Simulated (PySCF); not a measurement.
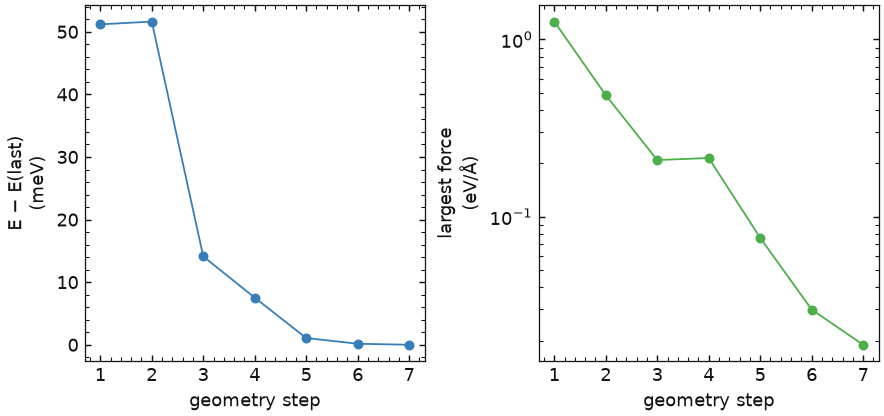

History of a geometry optimisation.

C4HNSe (SMILES C#CC(=[Se])C#N); PBE0-D3(BJ)/def2-SVP, geometry optimisation in PySCF 2.14.0, density fitting.

Question: How did it end, and what did it gain?

Answer: The optimisation met its thresholds at geometry 7, counting the start as the first. The energy fell by about 51 meV from the first step to the last, with a rise at step 2. The largest force goes from about 1.3 eV/Å at the start to 0.019 eV/Å at the end.

Question: By which step was nine tenths of the energy gained?

Answer: By step 5 of 7.
